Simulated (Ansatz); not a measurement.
**Abstraction of H: GaH2Cl + GeHCl2 → GaHCl + GeH2Cl2**

Species: GaH2Cl `[Cl][GaH2]`, singlet; GeHCl2 `[Cl][GeH][Cl]`, doublet; GaHCl `[Cl][GaH]`, doublet; GeH2Cl2 (dichlorogermane) `[Cl][GeH2][Cl]`, singlet. A radical takes H: the energy is the difference in strength between the Ga–H bond broken and the Ge–H bond made.

Shapes, held fixed at every level: PBE0-D4/def2-TZVP. Programs: Ansatz 0.2.0. The zero-point and thermal change to 298 K, harmonic and unscaled (PBE0-D4/def2-TZVP), is +1.8 kJ/mol.

| level | kind | ΔH(298 K) (kJ/mol) | less CCSD(T)/def2-TZVPP |
| --- | --- | --- | --- |
| HF/def2-SVP | Hartree–Fock | -19.4 | -5.1 |
| SPW92/def2-TZVPP | LDA | -7.2 | +7.1 |
| PBE0-D4/def2-TZVPP | global hybrid | -11.6 | +2.7 |
| MP2/def2-SVP | perturbation theory | -15.8 | -1.5 |
| CCSD(T)/def2-SVP | coupled cluster or CI | -14.7 | -0.4 |
| CCSD/def2-TZVPP | coupled cluster or CI | -14.9 | -0.6 |
| CCSD(T)/def2-TZVPP | coupled cluster or CI | -14.3 | 0.0 |

The highest level, CCSD(T)/def2-TZVPP, gives ΔH(298 K) = -14.3 kJ/mol; the levels span -19.4 to -7.2. The column of differences is taken from that level and isn't an error. No measured value is set beside it here. Open shells run unrestricted unless RO is named. Relativity is left out for Ga, Ge unless named. Correlated rows may include outer-core shells of Ga, Ge, which these sets cover unevenly.

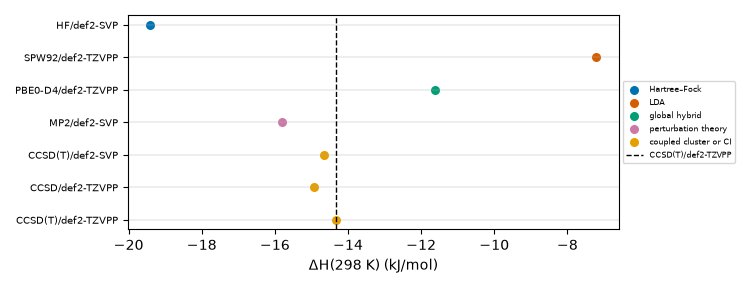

The values of the table, level by level.
